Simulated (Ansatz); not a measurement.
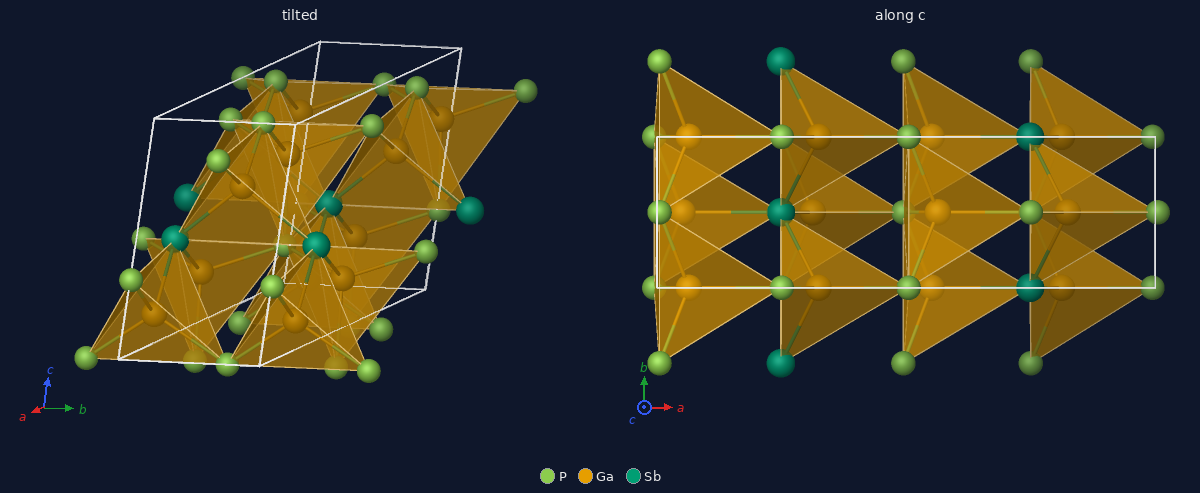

The figure gives a polyhedral picture of the atoms, viewed slightly off an axis and along the c axis. The edges of the conventional unit cell are marked. A few atoms beyond the faces are included.

Ga$_{4}$SbP$_{3}$, space group Cm (No. 8), a = 14.762 Å, b = 3.963 Å, c = 6.862 Å, α = 90.00°, β = 117.60°, γ = 90.00°. It goes back to a structure type filled with these elements by a generator (whether the compound takes this form wasn't checked). Earlier steps of the study, as a rule a relaxation of our own, may have changed the cell and positions, so they can lie some per cent off the listed ones. It was the input of a calculation with Ansatz.

This one geometry was computed with Ansatz (DFT, plane waves, PAW) at five levels of theory: PBE with spin-orbit coupling, PBE0, HSE06, r2SCAN and PBE. It was relaxed beforehand with r2SCAN.

Which level gives the highest pressure at this volume, and what does that say about its equilibrium volume?

Answer. Highest: PBE with spin-orbit coupling (2.2 GPa) and PBE (2.3 GPa), which points to the largest equilibrium volume. Lowest, with the smallest volume: PBE0 (0.3 GPa) and r2SCAN (0.0 GPa). Levels within 0.5 GPa of each other can't be told apart.

How does the band gap change with the level of theory?

Answer. PBE with spin-orbit coupling: a gap of 0.11 eV, direct; PBE: a gap of 0.18 eV, direct; r2SCAN: a gap of 0.54 eV, direct; HSE06: a gap of 0.92 eV, direct; PBE0: a gap of 1.56 eV, direct.

Collect the results in a table.

Answer.
| level | cutoff (eV) | k-mesh of the run's cell | gap (eV) | pressure (GPa) |
| --- | --- | --- | --- | --- |
| PBE with spin-orbit coupling | 420 | 6×6×4 | 0.11 | 2.2 |
| PBE0 | 420 | 4×4×4 | 1.56 | 0.3 |
| HSE06 | 420 | 4×4×4 | 0.92 | 0.5 |
| r2SCAN | 500 | 6×6×4 | 0.54 | 0.0 |
| PBE | 420 | 6×6×4 | 0.18 | 2.3 |

Gaps are taken on the k-mesh or band path of each run.
